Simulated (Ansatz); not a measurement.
# LaSi2Os2 (database structure): how the settings move a single-point run

Question: which choices in the input matter for LaSi2Os2 (database structure)?

The COD entry's cell or inner coordinates are ideal or old and differ from later refinements, so a difference from it is no clean test against experiment.

Program: Ansatz 0.2.0. Level of theory: reference: DFT r2SCAN, plane waves, PAW, scalar-relativistic, no spin polarisation. These are calculated values, not measurements.

1 further run of the same task is left out (set aside as unsound or not needed).

## 1. The structure to begin with

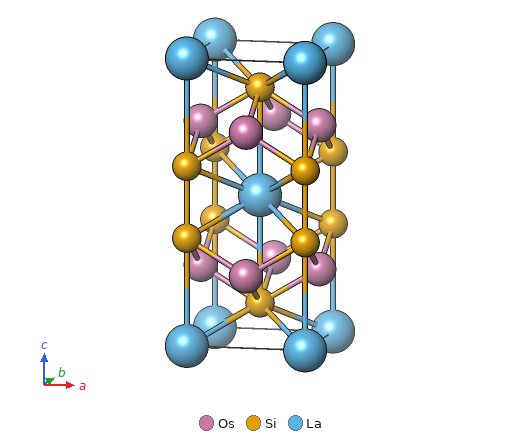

Start, viewed slightly off an axis; osmium pink, silicon amber, lanthanum blue. Atoms on the faces are drawn again on the opposite ones. The cell drawn here is the conventional one.

Coordinates:

```xyz
5
Lattice="0.0000 4.1870 0.0000 4.1870 0.0000 0.0000 2.0935 2.0935 -5.0155" Properties=species:S:1:pos:R:3 pbc="T T T"
Os    2.0935    4.1870   -2.5078
Os    4.1870    2.0935   -2.5078
Si    2.0935    2.0935   -1.2539
Si    4.1870    4.1870   -3.7616
La    0.0000    0.0000    0.0000
```

## 2. Baseline

File input.yaml:

```yaml
crystal:
  lattice:
    - [0.0, 4.187032, 0.0]
    - [4.187032, 0.0, 0.0]
    - [2.093516, 2.093516, -5.015515]
  atoms:
    - { symbol: Os, position: [0.75, 0.25, 0.5] }
    - { symbol: Os, position: [0.25, 0.75, 0.5] }
    - { symbol: Si, position: [0.375, 0.375, 0.25] }
    - { symbol: Si, position: [0.625, 0.625, 0.75] }
    - { symbol: La, position: [0.0, 0.0, 0.0] }
  symmetry: { tolerance: 0.0003 }
kpoints:
  mp_grid: { grid: [5, 5, 5], shift: [0, 0, 0] }
magnetization:
  spin_polarized: false
scf:
  occupations: { method: fermi_dirac, width: 0.1384 }
hamiltonian:
  pseudopotentials: { kind: paw }
  xc: r2scan
basis:
  ecutwfc: 500
output:
  forces: true
  stress: true
  eigenvalues: true
```

Command:

```sh
$ ansatz run input.yaml --threads 1 --pin off --max-ram 2560MiB --backend cpu --events-out ev --progress --plain --runs-dir out
```

The program printed, shortened:

```text
Warning: RAYON_NUM_THREADS=1 ignored (pool sized by the plan → 1); use --threads N
band count auto-derived: 32 (N_el = 51.0; filled up to band 26; 31 by the electrons, moments and atoms)
[...]
Pseudopotentials: kind: paw
Pseudopotential: Os, paw, valence charge 16, recommended cutoff 500 eV (meta_gga), Os.paw.azcp
Pseudopotential: Si, paw, valence charge 4, recommended cutoff 500 eV (meta_gga), Si.paw.azcp
Pseudopotential: La, paw, valence charge 11, recommended cutoff 500 eV (meta_gga), La.paw.azcp
Functional definition: r2SCAN
[...]
Crystal: 5 atoms, lattice volume = 87.928 Å³
Basis set: ecut = 500 eV, 2243 PW (Γ), exchange–correlation on 128×128×180 points (64 copies of the dense FFT grid, shifted against one another)
Bands: 32, of which v1, the nominal top of the filled ones, is band 26 counted from 1 (25 counted from 0)
Symmetry: 16 space group operations
Space group: I4/mmm (ITA 139), of the structure as read, at distance tolerance 1.3e-3 Å
k-points: 18 of 125
[...]
SCF iter   1: F=—  HF=-30341.716326 eV  |F-HF|=—  |Δ(HF+E_count)|=         —  Δρ=1.62e-2  dr2=5.65e-1  dr2_τ=1.22e-1  ethr=1.77e-3  ⟨swp⟩=5.5  Hψ=2256  notcnv=0
[...]
SCF iter   8: F=-30341.755433 eV  HF=-30341.755433 eV  |F-HF|=5.17e-9  |Δ(HF+E_count)|=   5.52e-8  Δρ=4.04e-6  dr2=2.83e-8  dr2_τ=4.15e-10  ethr=1.96e-10  ⟨swp⟩=9.6  Hψ=2718  notcnv=0
[...]
SCF converged after 8 iterations
Free energy (F): -30341.755433 eV
[...]
E sigma→0 (E₀):  -30341.668245 eV
Entropy (-TS):   -0.174377 eV (-34.875 meV/atom)
Fermi energy:    15.800761 eV
[...]
--- Forces (eV/Å), atoms counted from 1 ---
  atom   1  Os     0.00000000     0.00000000    -0.00000000
  atom   2  Os     0.00000000     0.00000000     0.00000000
  atom   3  Si     0.00000000     0.00000000    -1.58806273
  atom   4  Si     0.00000000     0.00000000     1.58806273
  atom   5  La    -0.00000000    -0.00000000     0.00000000
[...]
--- Stress (GPa, compression-positive) ---
       -0.312466       0.000000       0.000000
        0.000000      -0.312466       0.000000
        0.000000       0.000000      -1.658436
  P = ⅓ Tr σ = -0.7611 GPa (-7.611 kbar)
--- Band table (eV; the first three rows and the last of 18) ---
[...]
```

Wall time 12 s (1 thread of AMD EPYC 7R43 (Zen 3), shared host); peak memory 0.64 GiB.

## 3. Changed: starting moments, spin_polarized true, n_extra_bands 2

File input.yaml:

```yaml
crystal:
  lattice:
    - [0.0, 4.187032, 0.0]
    - [4.187032, 0.0, 0.0]
    - [2.093516, 2.093516, -5.015515]
  atoms:
    - { symbol: Os, position: [0.75, 0.25, 0.5], spin: 0.2 }
    - { symbol: Os, position: [0.25, 0.75, 0.5], spin: 0.2 }
    - { symbol: Si, position: [0.375, 0.375, 0.25], spin: 0.2 }
    - { symbol: Si, position: [0.625, 0.625, 0.75], spin: 0.2 }
    - { symbol: La, position: [0.0, 0.0, 0.0], spin: 0.2 }
  symmetry: { tolerance: 0.0003 }
kpoints:
  mp_grid: { grid: [5, 5, 5], shift: [0, 0, 0] }
magnetization:
  spin_polarized: true
scf:
  occupations: { method: fermi_dirac, width: 0.1384 }
  n_extra_bands: 2
hamiltonian:
  pseudopotentials: { kind: paw }
  xc: r2scan
basis:
  ecutwfc: 500
output:
  forces: true
  stress: true
  eigenvalues: true
```

Command:

```sh
$ ansatz run input.yaml --threads 1 --pin off --max-ram 2560MiB --backend cpu --events-out ev --progress --plain --runs-dir out
```

The program printed, shortened:

```text
Warning: the band count 28 (scf.n_extra_bands) hosts the net moment |M| = 1.0000 μB (N_el = 51) but caps the reachable moment at 2·n_bands − N_el = 5.0000 μB, below the 32 bands that the automatic rule leaves for it — a moment growing past the seed, or the majority channel's smearing [...]
Warning: RAYON_NUM_THREADS=1 ignored (pool sized by the plan → 1); use --threads N
scf.n_extra_bands = 2 over 26 filled bands (N_el = 51.0): the run solves 28 bands
[...]
[... 5 set-up lines as earlier in the session ...]
[...]
Crystal: 5 atoms, lattice volume = 87.928 Å³
Basis set: ecut = 500 eV, 2243 PW (Γ), exchange–correlation on 128×128×180 points (64 copies of the dense FFT grid, shifted against one another)
Bands: 28, of which v1, the nominal top of the filled ones, is band 26 counted from 1 (25 counted from 0)
[... 1 set-up line as earlier in the session ...]
[...]
WARN: the starting moments were not kept: the SCF closed with an absolute magnetisation of 5.1e-6 μB, where they sum to 1 μB in size (5 sites). That is at most 0.1 of that sum. Measured as dr2_m measures the in/out step, that magnetisation stands 1.4e-12 eV from none, at or under the [...]
SCF converged after 18 iterations
Magnetization: -0.0000 μB (25.5000 up, 25.5000 down)
Absolute magnetization: 0.0000 μB (∫|ρ↑−ρ↓|, with the PAW one-centre terms)
Spin contamination: 0.0000 ħ² per cell (⟨S²⟩ above its minimum at these occupations)
Per-site moments (μB) at R_I (Å): [(1.1231912267493687e-8, 1.0066201217884239), (1.1231912287814122e-8, 1.0066201217884239), (1.676397381778874e-7, 1.006620121788424), (1.6763973823934045e-7, 1.0066201217884239), (-3.5945865886704036e-7, 1.326290486551481)]
Free energy (F): -30341.755433 eV
[...]
E sigma→0 (E₀):  -30341.668246 eV
Entropy (-TS):   -0.174375 eV (-34.875 meV/atom)
Fermi energy:    15.800756 eV
[...]
--- Forces (eV/Å), atoms counted from 1 ---
  atom   1  Os     0.00000000    -0.00000000    -0.00000000
  atom   2  Os     0.00000000    -0.00000000     0.00000000
  atom   3  Si     0.00000000    -0.00000000    -1.58811345
  atom   4  Si     0.00000000    -0.00000000     1.58811345
  atom   5  La    -0.00000000     0.00000000     0.00000000
[...]
--- Stress (GPa, compression-positive) ---
       -0.312453       0.000000       0.000000
        0.000000      -0.312453       0.000000
        0.000000       0.000000      -1.658218
  P = ⅓ Tr σ = -0.7610 GPa (-7.610 kbar)
--- Band table (eV; the first three rows and the last of 36) ---
[...]
```

Run time: 31 s. Hardware: 1 thread of AMD EPYC 7R43 (Zen 3), shared host; peak memory 0.72 GiB.

With the changed spin polarisation and band count the energy stays within 0.5 meV/atom: no moment survives, so both runs end on the same non-magnetic state.

## 4. Variant: starting moments, spin_polarized true, chi_scale 0.3

File input.yaml:

```yaml
crystal:
  lattice:
    - [0.0, 4.187032, 0.0]
    - [4.187032, 0.0, 0.0]
    - [2.093516, 2.093516, -5.015515]
  atoms:
    - { symbol: Os, position: [0.75, 0.25, 0.5], spin: 3.0 }
    - { symbol: Os, position: [0.25, 0.75, 0.5], spin: 2.0 }
    - { symbol: Si, position: [0.375, 0.375, 0.25], spin: 3.0 }
    - { symbol: Si, position: [0.625, 0.625, 0.75], spin: 3.0 }
    - { symbol: La, position: [0.0, 0.0, 0.0], spin: 3.0 }
  symmetry: { tolerance: 0.0003 }
kpoints:
  mp_grid: { grid: [5, 5, 5], shift: [0, 0, 0] }
magnetization:
  spin_polarized: true
scf:
  occupations: { method: fermi_dirac, width: 0.1384 }
  initial_density: { chi_scale: 0.3 }
hamiltonian:
  pseudopotentials: { kind: paw }
  xc: r2scan
basis:
  ecutwfc: 500
output:
  forces: true
  stress: true
  eigenvalues: true
```

Command:

```sh
$ ansatz run input.yaml --threads 1 --pin off --max-ram 2560MiB --backend cpu --events-out ev --progress --plain --runs-dir out
```

The program printed, shortened:

```text
Warning: where an SCF of this run starts from atoms to list the orders of its open shells, Si (sites 2, 3, from 0) starts with 2.00 μB on its 3p shell, in the place of the 3.00 μB that the deck gives it: its open shells can hold no more by Hund's first rule. To start from spheres of the [...]
Warning: RAYON_NUM_THREADS=1 ignored (pool sized by the plan → 1); use --threads N
band count auto-derived: 40 (N_el = 51.0; filled up to band 26; 39 by the electrons, moments and atoms)
[...]
[... 5 set-up lines as earlier in the session ...]
[...]
Crystal: 5 atoms, lattice volume = 87.928 Å³
Basis set: ecut = 500 eV, 2243 PW (Γ), exchange–correlation on 128×128×180 points (64 copies of the dense FFT grid, shifted against one another)
Bands: 40, of which v1, the nominal top of the filled ones, is band 26 counted from 1 (25 counted from 0)
Symmetry: 8 space group operations
[...]
WARN: the starting moments were not kept: the SCF closed with an absolute magnetisation of 1.0e-5 μB, where they sum to 14 μB in size (5 sites). That is at most 0.1 of that sum. Measured as dr2_m measures the in/out step, that magnetisation stands 1.1e-11 eV from none, at or under the [...]
SCF converged after 20 iterations
Magnetization: -0.0000 μB (25.5000 up, 25.5000 down)
Absolute magnetization: 0.0000 μB (∫|ρ↑−ρ↓|, with the PAW one-centre terms)
Spin contamination: 0.0000 ħ² per cell (⟨S²⟩ above its minimum at these occupations)
Per-site moments (μB) at R_I (Å): [(-3.4533381011978886e-6, 1.0066201217884239), (-2.1743948884807035e-6, 1.0066201217884239), (2.690247424429502e-7, 1.006620121788424), (2.6902474243545636e-7, 1.0066201217884239), (-9.600092771067206e-8, 1.326290486551481)]
Free energy (F): -30341.755433 eV
[...]
E sigma→0 (E₀):  -30341.668246 eV
Entropy (-TS):   -0.174375 eV (-34.875 meV/atom)
Fermi energy:    15.800758 eV
[...]
--- Forces (eV/Å), atoms counted from 1 ---
  atom   1  Os     0.00000000    -0.00000000     0.00000000
  atom   2  Os    -0.00000000    -0.00000000     0.00000000
  atom   3  Si     0.00000000     0.00000000    -1.58810502
  atom   4  Si    -0.00000000     0.00000000     1.58810502
  atom   5  La     0.00000000     0.00000000     0.00000000
[...]
--- Stress (GPa, compression-positive) ---
       -0.312476       0.000000       0.000000
        0.000000      -0.312476       0.000000
        0.000000      -0.000000      -1.658222
  P = ⅓ Tr σ = -0.7611 GPa (-7.611 kbar)
--- Band table (eV; the first three rows and the last of 36) ---
[...]
```

Wall time 97 s (1 thread of AMD EPYC 7R43 (Zen 3), shared host); peak memory 0.68 GiB.

With the changed spin polarisation and start the energy stays within 0.5 meV/atom: no moment survives, so both runs end on the same non-magnetic state.

## 5. Variant: hubbard.sites [{species: Os, l: d, u_eff: 6.0}], hubbard.double_counting fll, xc_grid 3

input.yaml: that of step 2 with these lines changed.

```diff
@@ -21,4 +21,6 @@
   xc: r2scan
+  hubbard: { sites: [{ species: Os, l: d, u_eff: 6.0 }], double_counting: fll }
 basis:
   ecutwfc: 500
+  xc_grid: 3
 output:
@@ -27 +29,5 @@
   eigenvalues: true
+  write_density: true
+  write_potential: true
+  elf: true
+  volumetric_format: npy
```

Command:

```sh
$ ansatz run input.yaml --threads 1 --pin off --max-ram 2560MiB --backend cpu --events-out ev --progress --plain --runs-dir out
```

The program printed, shortened:

```text
Warning: RAYON_NUM_THREADS=1 ignored (pool sized by the plan → 1); use --threads N
Os: projections on atomic orbitals take those of the free atom [Kr 4d10 4f14] 5s2 5p6 5d6 6s2, of charge +0.00 (hamiltonian.pseudopotentials.projection_atoms); the dataset's partial waves leave at most 7.8e-5 of an orbital's norm unspanned inside its sphere
Si: projections on atomic orbitals take those of the free atom [Ne] 3s2 3p2, of charge +0.00 (hamiltonian.pseudopotentials.projection_atoms); the dataset's partial waves leave at most 6.1e-8 of an orbital's norm unspanned inside its sphere
La: projections on atomic orbitals take those of the free atom [Kr 4d10] 4f0 5s2 5p6 5d1 6s2, of charge +0.00 (hamiltonian.pseudopotentials.projection_atoms); the dataset's partial waves leave at most 1.9e-5 of an orbital's norm unspanned inside its sphere
[...]
SCF iter  10: F=-30330.217436 eV  HF=-30330.217436 eV  |F-HF|=2.99e-9  |Δ(HF+E_count)|=   2.86e-8  Δρ=2.42e-6  dr2=7.40e-9  dr2_τ=1.59e-9  ethr=1.96e-10  ⟨swp⟩=8.0  Hψ=3514  notcnv=0
[...]
SCF converged after 10 iterations
Free energy (F): -30330.217436 eV
[...]
E sigma→0 (E₀):  -30330.142265 eV
Entropy (-TS):   -0.150343 eV (-30.069 meV/atom)
Fermi energy:    15.333127 eV
[...]
--- Forces (eV/Å), atoms counted from 1 ---
  atom   1  Os     0.00000000     0.00000000     0.00000000
  atom   2  Os     0.00000000     0.00000000     0.00000000
  atom   3  Si     0.00000000    -0.00000000    -2.31718578
  atom   4  Si     0.00000000    -0.00000000     2.31718578
  atom   5  La    -0.00000000    -0.00000000     0.00000000
[...]
--- Stress (GPa, compression-positive) ---
        0.939907       0.000000       0.000000
        0.000000       0.939907       0.000000
        0.000000       0.000000      -6.391084
  P = ⅓ Tr σ = -1.5038 GPa (-15.038 kbar)
--- Band table (eV; the first three rows and the last of 18) ---
[...]
Occupation matrices written to <dir>
```

Run time: 22 s. Hardware: 1 thread of AMD EPYC 7R43 (Zen 3), shared host; peak memory 0.6 GiB.

Changing the Hubbard U and numerical grids moves the energy by +2.31 eV/atom, and the pressure goes from -0.8 to -1.5 GPa and the largest force goes from 1.59 to 2.32 eV/Å. The U term adds an energy of its own, so the shift says nothing about which run is better.

## 6. Side by side

| run | ending | energy change | pressure (GPa) | gap (eV) | force (eV/Å) | cycles | time |
| --- | --- | --- | --- | --- | --- | --- | --- |
| reference | converged | 0 | -0.8 | 0.00 | 1.59 | 8 | 12 s |
| 1: starting moments, spin_polarized true, n_extra_bands 2 | converged | 0.0 meV/atom | -0.8 | 0.00 | 1.59 | 18 | 31 s |
| 2: starting moments, spin_polarized true, chi_scale 0.3 | converged | 0.0 meV/atom | -0.8 | 0.00 | 1.59 | 20 | 97 s |
| 3: hubbard.sites [{species: Os, l: d, u_eff: 6.0}], hubbard.double_counting fll, xc_grid 3 | converged | +2.31 eV/atom (U changed: no physical gain or loss) | -1.5 | 0.00 | 2.32 | 10 | 22 s |

Times don't compare one to one where runs were asked for different outputs or read a saved state (see the inputs); cycles may leave out searches for a lower state.

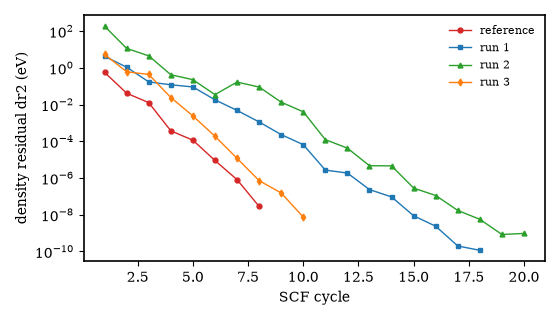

Residual by cycle in the longest SCF loop of each run; runs are numbered as in the table.

What this shows: Of the converged runs whose energies compare with the reference's, none moves it noticeably. A changed U is a change of model: its shifts are not errors of convergence.

The reference is no final answer either: its mesh is coarse for a cell with so small a gap or none; the cell is far from equilibrium (forces up to 1.6 eV/Å), so its values aren't those of the relaxed material.
